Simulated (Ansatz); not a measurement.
**CH₃InSn: density, localisation and related maps**

Input

```
crystal:
  periodic: [false, false, false]
  atoms:
    - {symbol: C, position_ang: [1.104624, -0.559873, 0.732569]}
    - {symbol: In, position_ang: [2.679410, 0.911618, 1.477445]}
    - {symbol: Sn, position_ang: [1.702578, -2.501636, 0.036054]}
    - {symbol: H, position_ang: [0.371650, -0.611494, 1.557739]}
    - {symbol: H, position_ang: [0.720873, 0.073118, -0.091813]}
    - {symbol: H, position_ang: [2.375359, -1.826134, -1.485274]}
basis:
  gaussian:
    orbitals: def2-TZVPD
total_charge: 0
hamiltonian:
  xc: pbe0
output: {forces: true, orbitals: {seedname: orbitals}}
```

Run with:

```sh
ansatz run input.yaml --threads 1 --pin off --max-ram 2610MiB --events-out events.jsonl --progress --plain --runs-dir runs
```

Geometry: PBE0-D3(BJ)/def2-SVP; core potentials replace the inner electrons of In and Sn.

All numbers below come from Ansatz, isolated molecule in a Gaussian basis; Kohn-Sham density functional theory, functional PBE0.

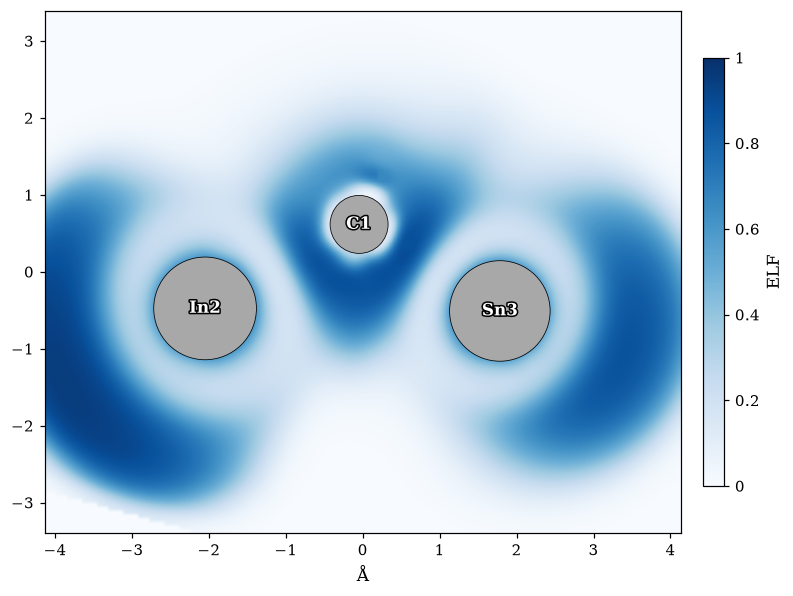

Figure 1. Electron localisation function on the plane of atoms In2, C1 and Sn3. Grey discs cover the atomic cores.

Question: Read the bonding off the picture.

Answer: The section cuts through C, In and Sn sites. C–Sn (2.15 Å): the ELF peaks at about 0.90 in the valence shell of C, 0.7 Å from its nucleus, and drops to about 0.20 between the two atoms. C–In (2.28 Å): the ELF peaks at about 0.85 in the valence shell of C, 0.7 Å from its nucleus, and drops to about 0.20 between the two atoms.

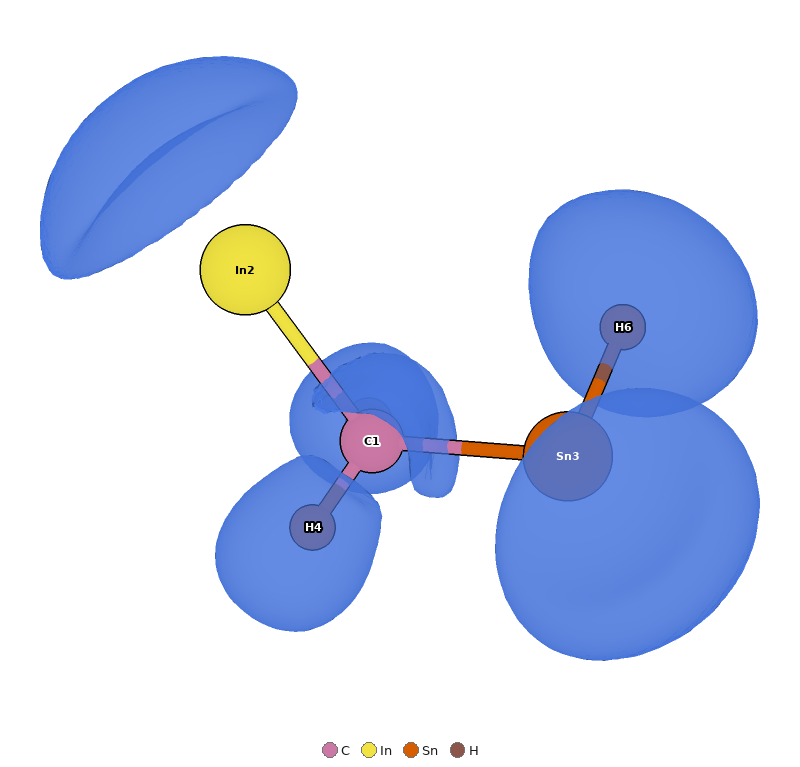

Figure 2. Isosurface of the electron localisation function at 0.8 (blue), seen across its widest extent. Core shells and regions of very low density are left out.

Question: Where are the electrons localised?

Answer: At this value the surface marks out three regions around hydrogen nuclei, one lobe on In, pointing away from the bonds (lone pairs), one lobe on Sn, pointing away from the bonds (lone pairs) and one region wrapped around C (its valence shell).

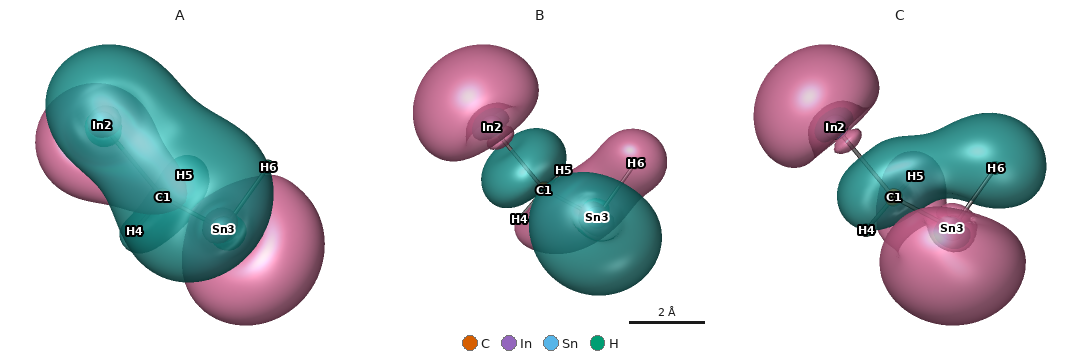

Figure 3. Three frontier orbitals at ±0.06 Å⁻³ᐟ² (teal and pink are the two phases), in no order.

Question: Order the three orbitals by energy and name them.

Answer: C is the HOMO−1 (−6.26 eV). Its weight (Hirshfeld) is mainly on Sn3 (about 45 %), In2 (about 20 %), C1 (about 15 %) and H6 (about 15 %). B is the HOMO (−5.49 eV). Its weight (Hirshfeld) is mainly on Sn3 (about 35 %), In2 (about 30 %) and C1 (about 25 %). A is the LUMO (−2.24 eV). It lies mainly on Sn3 (about 60 %), In2 (about 30 %) and C1 (about 5 %).

Question: What is the HOMO–LUMO gap?

Answer: 3.25 eV between the orbital energies.
